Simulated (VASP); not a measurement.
Band structure of Be2C (antifluorite). Calculation: modified Becke-Johnson potential (mBJ), VASP's PBE PAW potentials (set 64) (plane waves; VASP).

mBJ is a potential without an energy functional, so only the levels count.

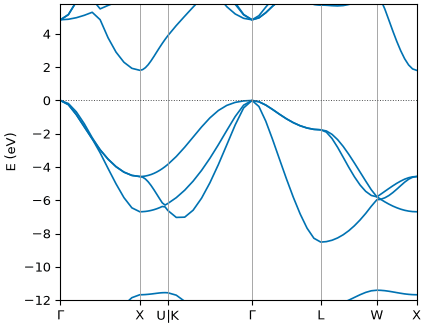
Figure: Bands along high-symmetry lines, zero at the valence-band maximum or, without a gap, the Fermi level

Question: Read the plot: is there a gap, and where are the band edges?

Answer: The gap is indirect, 1.81 eV, from the valence maximum at Γ to the conduction minimum at X.

The compound is Be2C in the antifluorite structure. It was relaxed first. The cell's shape comes from a PBE relaxation.
